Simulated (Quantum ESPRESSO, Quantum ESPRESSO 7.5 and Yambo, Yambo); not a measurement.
# A GW chain in Yambo: KI (Fm-3m)

Aim: the G0W0 gap of KI (Fm-3m) on PBE, step by step.

Program: Quantum ESPRESSO 7.5 and Yambo 5.3.0. Level of theory: PBE and many-body steps on it, plane waves. Results are calculated unless marked as measured.

## (1) Set-up

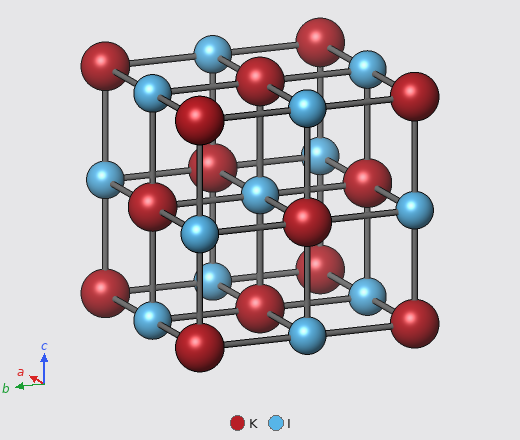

The cell as given, from a free direction (potassium red, iodine blue). This picture shows the conventional cell, with its axes. Some periodic images of atoms are drawn too.

The cell and positions come from the Crystallography Open Database and are kept as given unless a step says otherwise. Spin-orbit coupling is left out unless a step names it.

## (2) Ground state

This step: Quantum ESPRESSO 7.5; DFT, PBE, plane waves, norm-conserving pseudopotentials.

The ground-state density comes first.

File pw.in:

```
&control
  calculation = 'scf'
  prefix = 'x'
  outdir = 'o'
  pseudo_dir = 'pseudo'
/
&system
  ibrav = 0
  nat = 2
  ntyp = 2
  ecutwfc = 76.0
  nbnd = 22
  force_symmorphic = .true.
/
&electrons
  conv_thr = 1e-10
  electron_maxstep = 80
  mixing_beta = 0.5
/
ATOMIC_SPECIES
  K 39.098 K.upf
  I 126.9 I.upf
CELL_PARAMETERS angstrom
  0.0000000000 3.5327750000 3.5327750000
  3.5327750000 0.0000000000 3.5327750000
  3.5327750000 3.5327750000 -0.0000000000
ATOMIC_POSITIONS crystal
  K 0.0000000000 0.0000000000 0.0000000000
  I 0.5000000000 0.5000000000 0.5000000000
K_POINTS automatic
  6 6 6 0 0 0
```

Launch:

```sh
> OMP_NUM_THREADS=1 mpirun -n 4 pw.x -nk 4 -in pw.in > pw.out
```

Log:

```text
Program PWSCF v.7.5 starts

     This program is part of the open-source Quantum ESPRESSO suite
     for quantum simulation of materials; please cite
         "P. Giannozzi et al., J. Phys.:Condens. Matter 21 395502 (2009);
         "P. Giannozzi et al., J. Phys.:Condens. Matter 29 465901 (2017);
         "P. Giannozzi et al., J. Chem. Phys. 152 154105 (2020);
     in publications or presentations arising from this work. More details at
     Message from routine setup:
     using ibrav=0 with symmetry is DISCOURAGED, use correct ibrav instead

     G-vector sticks info

     bravais-lattice index     =            0
     lattice parameter (alat)  =       9.4413  a.u.
     unit-cell volume          =     595.0789 (a.u.)^3
     number of atoms/cell      =            2
     number of atomic types    =            2
     number of electrons       =        34.00
     number of Kohn-Sham states=           22
     kinetic-energy cutoff     =      76.0000  Ry
     charge density cutoff     =     304.0000  Ry
     scf convergence threshold =      1.0E-10
     mixing beta               =       0.5000
     number of iterations used =            8  plain     mixing
     Exchange-correlation= PBE
                           (   1   4   3   4   0   0   0)

     celldm(1)=   9.441258  celldm(2)=   0.000000  celldm(3)=   0.000000
     celldm(4)=   0.000000  celldm(5)=   0.000000  celldm(6)=   0.000000

     crystal axes: (cart. coord. in units of alat)
               a(1) = (   0.000000   0.707107   0.707107 )
               a(2) = (   0.707107   0.000000   0.707107 )
               a(3) = (   0.707107   0.707107  -0.000000 )

     reciprocal axes: (cart. coord. in units 2 pi/alat)
               b(1) = ( -0.707107  0.707107  0.707107 )
               b(2) = (  0.707107 -0.707107  0.707107 )
               b(3) = (  0.707107  0.707107 -0.707107 )
     Pseudo is Norm-conserving + core correction, Zval =  9.0
     Generated using ONCVPSP code by D. R. Hamann
     Using radial grid of 2222 points,  6 beta functions with:
     Pseudo is Norm-conserving + core correction, Zval = 25.0
     Generated using ONCVPSP code by D. R. Hamann
     Using radial grid of 1188 points,  8 beta functions with:
     K                 9.00    39.09800     K ( 1.00)
     I                25.00   126.90000     I ( 1.00)

     48 Sym. Ops., with inversion, found

   Cartesian axes

     site n.     atom                  positions (alat units)
         1        K      tau(   1) = (   0.0000000   0.0000000   0.0000000  )
         2        I      tau(   2) = (   0.7071068   0.7071068   0.7071068  )

     number of k points=    16
                       cart. coord. in units 2pi/alat
        k(    1) = (   0.0000000   0.0000000   0.0000000), wk =   0.0092593
        k(    2) = (   0.1178511   0.1178511  -0.1178511), wk =   0.0740741
        k(    3) = (   0.2357023   0.2357023  -0.2357023), wk =   0.0740741
        k(    4) = (  -0.3535534  -0.3535534   0.3535534), wk =   0.0370370
        k(    5) = (   0.2357023   0.0000000  -0.0000000), wk =   0.0555556
        k(    6) = (   0.3535534   0.1178511  -0.1178511), wk =   0.2222222
        k(    7) = (  -0.2357023  -0.4714045   0.4714045), wk =   0.2222222
        k(    8) = (  -0.1178511  -0.3535534   0.3535534), wk =   0.2222222
        k(    9) = (   0.0000000  -0.2357023   0.2357023), wk =   0.1111111
        k(   10) = (   0.4714045   0.0000000  -0.0000000), wk =   0.0555556
     [... 4 further rows ...]
        k(   15) = (  -0.1178511  -0.3535534   0.5892557), wk =   0.2222222
        k(   16) = (  -0.7071068   0.2357023   0.0000000), wk =   0.1111111

     Dense  grid:    53377 G-vectors     FFT dimensions: (  54,  54,  54)

     Initial potential from superposition of free atoms

     starting charge      33.9807, renormalised to      34.0000
     Starting wfcs are   18 randomized atomic wfcs +    4 random wfcs

     per-process dynamical memory:    50.2 Mb

     Self-consistent Calculation

     iteration #  1     ecut=    76.00 Ry     beta= 0.50

     Threshold (ethr) on eigenvalues was too large:
     Diagonalizing with lowered threshold

     total energy              =    -685.65861520 Ry
     estimated scf accuracy    <       0.02472687 Ry

     iteration #  2     ecut=    76.00 Ry     beta= 0.50

     total energy              =    -685.66145008 Ry
     estimated scf accuracy    <       0.00235962 Ry

     iteration #  3     ecut=    76.00 Ry     beta= 0.50

     total energy              =    -685.66198173 Ry
     estimated scf accuracy    <       0.00023879 Ry

     iteration #  4     ecut=    76.00 Ry     beta= 0.50

     total energy              =    -685.66204321 Ry
     estimated scf accuracy    <       0.00002900 Ry

     iteration #  5     ecut=    76.00 Ry     beta= 0.50

     total energy              =    -685.66205055 Ry
     estimated scf accuracy    <       0.00000045 Ry

     iteration #  6     ecut=    76.00 Ry     beta= 0.50

     total energy              =    -685.66205106 Ry
     estimated scf accuracy    <       0.00000004 Ry

     iteration #  7     ecut=    76.00 Ry     beta= 0.50

     total energy              =    -685.66205108 Ry
     estimated scf accuracy    <          2.5E-09 Ry

     iteration #  8     ecut=    76.00 Ry     beta= 0.50

     End of self-consistent calculation

          k = 0.0000 0.0000 0.0000 (  6615 PWs)   bands (ev):

  -170.5834-117.4416-117.4416-117.4416 -39.8303 -39.8303 -39.8214 -39.8214
   -39.8214 -25.6599  -9.1471  -9.1471  -9.1471  -7.6826   2.8347   2.8347
     2.8347   6.8023   9.3581   9.3581   9.3581  10.0787

          k = 0.1179 0.1179-0.1179 (  6645 PWs)   bands (ev):

  -170.5835-117.4416-117.4416-117.4416 -39.8371 -39.8371 -39.8300 -39.8300
   -39.8267 -25.6594  -9.1881  -9.1477  -9.1477  -7.6103   2.4191   2.7447
     2.7447   7.4248   9.2753   9.6482   9.6482  10.3944

          k = 0.2357 0.2357-0.2357 (  6634 PWs)   bands (ev):

  -170.5834-117.4417-117.4416-117.4416 -39.8338 -39.8338 -39.8314 -39.8249
   -39.8249 -25.6584  -9.2613  -9.1488  -9.1488  -7.4724   1.7847   2.5779
     2.5779   8.1956   9.8646  10.3544  10.3545  11.2227

          k =-0.3536-0.3536 0.3536 (  6658 PWs)   bands (ev):

     [... further k-points ...]

     highest occupied, lowest unoccupied level (ev):     2.8347    6.8023

!    total energy              =    -685.66205108 Ry
     estimated scf accuracy    <          6.6E-11 Ry

     The total energy is the sum of the following terms:
     one-electron contribution =    -589.30595101 Ry
     hartree contribution      =     274.97323333 Ry
     xc contribution           =     -92.17226731 Ry
     ewald contribution        =    -279.15706610 Ry

     convergence has been achieved in   8 iterations

     XML data file, charge density, pseudopotentials, collected wavefunctions

=------------------------------------------------------------------------------=
   JOB DONE.
=------------------------------------------------------------------------------=
```

Run time: 19 s. Hardware: 4 MPI ranks of Intel Xeon Platinum 8259CL at 2.50GHz (Skylake/Cascade Lake), shared host; peak memory 0.39 GiB.

Numbers from this step:

* total energy: -9328.9075 eV
* gap: 3.968 eV
* k of the valence top: 0, 0, 0
* k of the conduction bottom: 0, 0, 0
* least direct gap: 3.968 eV

The gap is direct, at Γ.

## (3) Bands along the symmetry lines

The cheap functional maps the bands first; the places of the edges decide which points the dearer methods must see.

File pw.in:

```
&control
  calculation = 'bands'
  prefix = 'x'
  outdir = 'o'
  pseudo_dir = 'pseudo'
/
&system
  ibrav = 0
  nat = 2
  ntyp = 2
  ecutwfc = 76.0
  nbnd = 23
  force_symmorphic = .true.
/
&electrons
  conv_thr = 1e-9
  electron_maxstep = 80
  diago_full_acc = .true.
  diago_thr_init = 5e-6
/
ATOMIC_SPECIES
  K 39.098 K.upf
  I 126.9 I.upf
CELL_PARAMETERS angstrom
  0.0000000000 3.5327750000 3.5327750000
  3.5327750000 0.0000000000 3.5327750000
  3.5327750000 3.5327750000 -0.0000000000
ATOMIC_POSITIONS crystal
  K 0.0000000000 0.0000000000 0.0000000000
  I 0.5000000000 0.5000000000 0.5000000000
K_POINTS crystal
  50
  0.00000000 0.00000000 0.00000000 1
  0.06250000 0.00000000 0.06250000 1
  0.12500000 0.00000000 0.12500000 1
  0.18750000 0.00000000 0.18750000 1
  0.25000000 0.00000000 0.25000000 1
  0.31250000 0.00000000 0.31250000 1
  0.37500000 0.00000000 0.37500000 1
  0.43750000 0.00000000 0.43750000 1
  0.50000000 0.00000000 0.50000000 1
  0.51562500 0.03125000 0.51562500 1
  0.53125000 0.06250000 0.53125000 1
  0.54687500 0.09375000 0.54687500 1
  0.56250000 0.12500000 0.56250000 1
  0.57812500 0.15625000 0.57812500 1
  0.59375000 0.18750000 0.59375000 1
  0.60937500 0.21875000 0.60937500 1
  0.62500000 0.25000000 0.62500000 1
  0.37500000 0.37500000 0.75000000 1
  0.32812500 0.32812500 0.65625000 1
  0.28125000 0.28125000 0.56250000 1
  0.23437500 0.23437500 0.46875000 1
  0.18750000 0.18750000 0.37500000 1
  0.14062500 0.14062500 0.28125000 1
  0.09375000 0.09375000 0.18750000 1
  0.04687500 0.04687500 0.09375000 1
  0.00000000 0.00000000 0.00000000 1
  0.06250000 0.06250000 0.06250000 1
  0.12500000 0.12500000 0.12500000 1
  0.18750000 0.18750000 0.18750000 1
  0.25000000 0.25000000 0.25000000 1
  0.31250000 0.31250000 0.31250000 1
  0.37500000 0.37500000 0.37500000 1
  0.43750000 0.43750000 0.43750000 1
  0.50000000 0.50000000 0.50000000 1
  0.50000000 0.46875000 0.53125000 1
  0.50000000 0.43750000 0.56250000 1
  0.50000000 0.40625000 0.59375000 1
  0.50000000 0.37500000 0.62500000 1
  0.50000000 0.34375000 0.65625000 1
  0.50000000 0.31250000 0.68750000 1
  0.50000000 0.28125000 0.71875000 1
  0.50000000 0.25000000 0.75000000 1
  0.50000000 0.21875000 0.71875000 1
  0.50000000 0.18750000 0.68750000 1
  0.50000000 0.15625000 0.65625000 1
  0.50000000 0.12500000 0.62500000 1
  0.50000000 0.09375000 0.59375000 1
  0.50000000 0.06250000 0.56250000 1
  0.50000000 0.03125000 0.53125000 1
  0.50000000 0.00000000 0.50000000 1
```

Log:

```text
[banner, memory and clock lines left out]
Program PWSCF v.7.5 starts

     Atomic positions and unit cell read from directory:
     o/x.save/

     Message from routine setup:
     using ibrav=0 with symmetry is DISCOURAGED, use correct ibrav instead

     G-vector sticks info

     bravais-lattice index     =            0
     lattice parameter (alat)  =       9.4413  a.u.
     unit-cell volume          =     595.0789 (a.u.)^3
     number of atoms/cell      =            2
     number of atomic types    =            2
     number of electrons       =        34.00
     number of Kohn-Sham states=           23
     kinetic-energy cutoff     =      76.0000  Ry
     charge density cutoff     =     304.0000  Ry
     Exchange-correlation= PBE
                           (   1   4   3   4   0   0   0)

     celldm(1)=   9.441258  celldm(2)=   0.000000  celldm(3)=   0.000000
     celldm(4)=   0.000000  celldm(5)=   0.000000  celldm(6)=   0.000000

     crystal axes: (cart. coord. in units of alat)
               a(1) = (   0.000000   0.707107   0.707107 )
               a(2) = (   0.707107   0.000000   0.707107 )
               a(3) = (   0.707107   0.707107  -0.000000 )

     reciprocal axes: (cart. coord. in units 2 pi/alat)
               b(1) = ( -0.707107  0.707107  0.707107 )
               b(2) = (  0.707107 -0.707107  0.707107 )
               b(3) = (  0.707107  0.707107 -0.707107 )
     Pseudo is Norm-conserving + core correction, Zval =  9.0
     Generated using ONCVPSP code by D. R. Hamann
     Using radial grid of 2222 points,  6 beta functions with:
     Pseudo is Norm-conserving + core correction, Zval = 25.0
     Generated using ONCVPSP code by D. R. Hamann
     Using radial grid of 1188 points,  8 beta functions with:
     K                 9.00    39.09800     K ( 1.00)
     I                25.00   126.90000     I ( 1.00)

     48 Sym. Ops., with inversion, found

   Cartesian axes

     site n.     atom                  positions (alat units)
         1        K      tau(   1) = (   0.0000000   0.0000000   0.0000000  )
         2        I      tau(   2) = (   0.7071068   0.7071068   0.7071068  )

     number of k points=    50
                       cart. coord. in units 2pi/alat
        k(    1) = (   0.0000000   0.0000000   0.0000000), wk =   0.0400000
        k(    2) = (   0.0000000   0.0883883   0.0000000), wk =   0.0400000
        k(    3) = (   0.0000000   0.1767767   0.0000000), wk =   0.0400000
[...]
[... 38 further rows ...]
        k(   49) = (   0.0441942   0.7071068   0.0000000), wk =   0.0400000
        k(   50) = (   0.0000000   0.7071068   0.0000000), wk =   0.0400000

     Dense  grid:    53377 G-vectors     FFT dimensions: (  54,  54,  54)

     The potential is recalculated from file :
     o/x.save/charge-density

     Starting wfcs are   18 randomized atomic wfcs +    5 random wfcs

     Band Structure Calculation

     End of band structure calculation

          k = 0.0000 0.0000 0.0000 (  6615 PWs)   bands (ev):

  -170.5835-117.4416-117.4416-117.4416 -39.8304 -39.8304 -39.8214 -39.8214
   -39.8214 -25.6599  -9.1471  -9.1471  -9.1471  -7.6826   2.8347   2.8347
     2.8347   6.8023   9.3581   9.3581   9.3581  10.0788  10.0788

          k = 0.0000 0.0884 0.0000 (  6647 PWs)   bands (ev):

  -170.5835-117.4417-117.4417-117.4417 -39.8387 -39.8334 -39.8309 -39.8309
   -39.8263 -25.6598  -9.1544  -9.1478  -9.1478  -7.6682   2.7413   2.8173
     2.8173   6.9381   9.2512   9.4527   9.4527  10.1051  10.1695

          k = 0.0000 0.1768 0.0000 (  6651 PWs)   bands (ev):

  -170.5835-117.4417-117.4417-117.4416 -39.8457 -39.8355 -39.8305 -39.8276
   -39.8276 -25.6595  -9.1722  -9.1497  -9.1497  -7.6310   2.5166   2.7694
     2.7694   7.2817   8.9915   9.7302   9.7302  10.1828  10.4245

          k =-0.0000 0.2652 0.0000 (  6651 PWs)   bands (ev):

[...]
k = 0.0000 0.4419-0.0000 (  6674 PWs)   bands (ev):

[...]
k =-0.0000 0.5303 0.0000 (  6678 PWs)   bands (ev):

[...]
k = 0.0000 0.6187-0.0000 (  6670 PWs)   bands (ev):

[...]
k = 0.4640 0.4640-0.0000 (  6663 PWs)   bands (ev):

[...]
k = 0.3315 0.3315-0.0000 (  6641 PWs)   bands (ev):

[...]
k = 0.3094 0.7071-0.0000 (  6674 PWs)   bands (ev):

[...]
k = 0.2210 0.7071-0.0000 (  6660 PWs)   bands (ev):

[...]
k = 0.1768 0.7071-0.0000 (  6678 PWs)   bands (ev):

[...]
k = 0.0442 0.7071 0.0000 (  6690 PWs)   bands (ev):

  -170.5836-117.4418-117.4417-117.4417 -39.8507 -39.8459 -39.8453 -39.8435
   -39.8249 -25.6572  -9.1920  -9.1667  -9.1656  -7.5390   1.8475   2.4610
     2.4622   7.8197   8.6508  10.9697  11.5276  11.5563  12.4548

          k = 0.0000 0.7071 0.0000 (  6710 PWs)   bands (ev):

  -170.5836-117.4418-117.4418-117.4418 -39.8536 -39.8503 -39.8481 -39.8481
   -39.8325 -25.6572  -9.1923  -9.1654  -9.1654  -7.5413   1.8429   2.4704
     2.4704   7.7921   8.6215  10.9556  11.5438  11.6391  12.4158

     XML data file, pseudopotentials, collected wavefunctions
```

Run time: 20 s. Hardware: 4 MPI ranks; peak memory 0.33 GiB; 80 s of CPU time.

Numbers from this step:

```
gap                        : 3.968 eV
k of the valence top       : 0, 0, 0
k of the conduction bottom : 0, 0, 0
least direct gap           : 3.968 eV
```

The gap is 3.968 eV, as in the run before at this level.

The electronic bands at the labelled points (eV, zero at the top of the highest filled band):

| point | band 14 | band 15 | band 16 | band 17 | band 18 | band 19 | band 20 | band 21 |
| --- | --- | --- | --- | --- | --- | --- | --- | --- |
| Γ | -10.52 | 0.00 | 0.00 | 0.00 | 3.97 | 6.52 | 6.52 | 6.52 |
| X | -10.38 | -0.99 | -0.36 | -0.36 | 4.96 | 5.79 | 8.12 | 8.71 |
| U | -10.32 | -0.85 | -0.75 | -0.38 | 5.63 | 6.66 | 7.63 | 8.28 |
| jump to K | -10.32 | -0.85 | -0.75 | -0.38 | 5.63 | 6.66 | 7.63 | 8.28 |
| Γ | -10.52 | 0.00 | 0.00 | 0.00 | 3.97 | 6.52 | 6.52 | 6.52 |
| L | -10.24 | -1.31 | -0.33 | -0.33 | 5.54 | 7.71 | 8.19 | 8.19 |
| W | -10.32 | -0.72 | -0.72 | -0.60 | 6.48 | 6.48 | 6.66 | 8.19 |
| X | -10.38 | -0.99 | -0.36 | -0.36 | 4.96 | 5.79 | 8.12 | 8.71 |

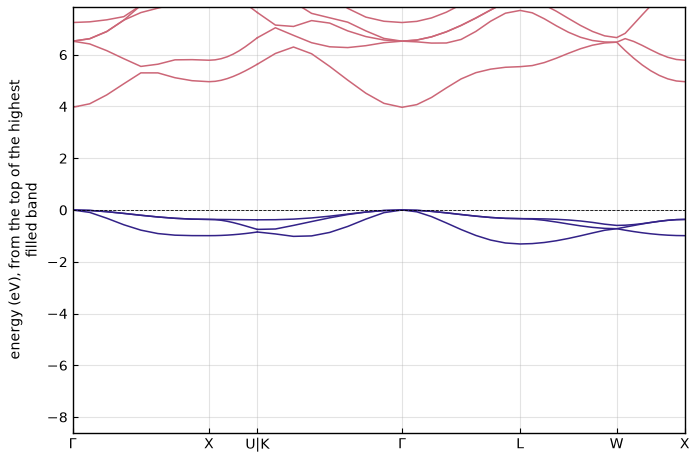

Electronic bands along the path; lines of filled and empty bands in two colours.

[end of part 1 of 2]

[Paths, hosts, dates, memory and timing lines, banners, echoed tables and standing remarks are left out of the program output.]

[Logs are printed without paths, hosts, clocks, repeated set-up lines and the standing remarks that a program may print on its own settings, such as how far it seeks lower states.]

[Runs of the session that timed out or met a known fault of the program may be left out.]

[Hosts, paths, dates, database ids (printed as entryN), source tags and the programs' standing remarks are cut or masked in the printed files.]
